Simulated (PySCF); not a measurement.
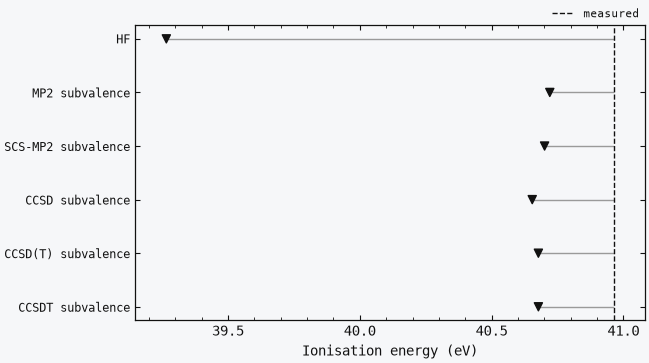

The ionisation energy of an atom or ion with 9 electrons in the configuration [He] 2s² 2p⁵ by several methods. PySCF, x2c-TZVPPall, spin-free X2C-1e, unrestricted single determinants, no spin-orbit coupling. Methods marked “subvalence” freeze no core electrons.

### Name the element and charge.

Ne⁺. The values run from 39.27 eV (HF) to 40.72 eV (MP2 subvalence). The measured value is 40.96 eV; nearest to it come MP2 subvalence (−0.24) and SCS-MP2 subvalence (−0.26), furthest HF (−1.70 eV).
